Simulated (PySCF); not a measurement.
Ga(F)2(Br), BrF₂Ga, SMILES [F][Ga]([F])[Br] at its PBE0/def2-SVP optimised geometry (Å):

```
4

Ga    -0.2760     0.1748     0.0000
F     -1.0422     1.7302     0.0000
F      1.4576     0.1748     0.0000
Br    -1.4576    -1.7302    -0.0003
```

Level of theory: PBE0/def2-TZVP (PySCF).

Map of the electron localisation function on the plane z = 0.6 Å:

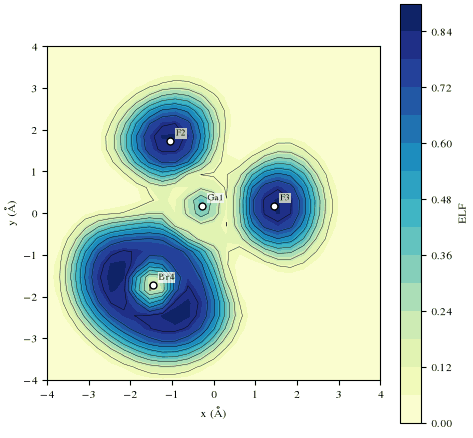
*Electron localisation function on the plane z = 0.6 Å.*
